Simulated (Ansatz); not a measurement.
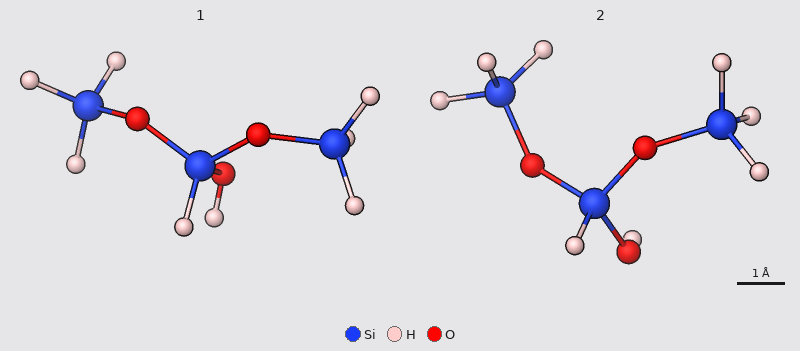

Two geometries of Si$_{3}$H$_{8}$O$_{3}$, drawn at one scale. One is the start of a relaxation, the other its converged end. The picture is a ball-and-stick view, seen at a tilt.

Level of theory: Ansatz, RKS PBE/6-31G. (no spin polarisation; force threshold 0.02 eV/Å; at most 40 steps)

### Which of the two is the end point?

Structure 2 is the relaxed one. The run prepares the start of a later molecular dynamics calculation, from a guessed geometry. An O atom moves most after the best rigid fit: 1.69 Å. By element the largest moves are O 1.69 Å, H 1.60 Å, Si 0.84 Å. Near-neighbour distances that change, for instance: Si–Si 2.980 → 3.289 Å, H–Si 1.460 → 1.516 Å, O–Si 1.680 → 1.727 Å, H–Si 1.460 → 1.496 Å. Among the angles between lasting bonds that change: Si–O–Si 125.0° → 146.9°, Si–O–Si 125.0° → 142.6°, Si–O–H 109.5° → 121.5°. Groups turn about O–Si by about 150°, O–Si by about 150°, O–Si by about 140°. Over 34 accepted moves (37 points after the start) the energy falls by 21.1 kcal/mol. The largest force component goes from 1.9 to 0.0083 eV/Å. The line search rejected the trial steps at points 9, 17, 19 of the run.

Limits of the set-up: the basis has no polarisation functions, which atoms past neon need.
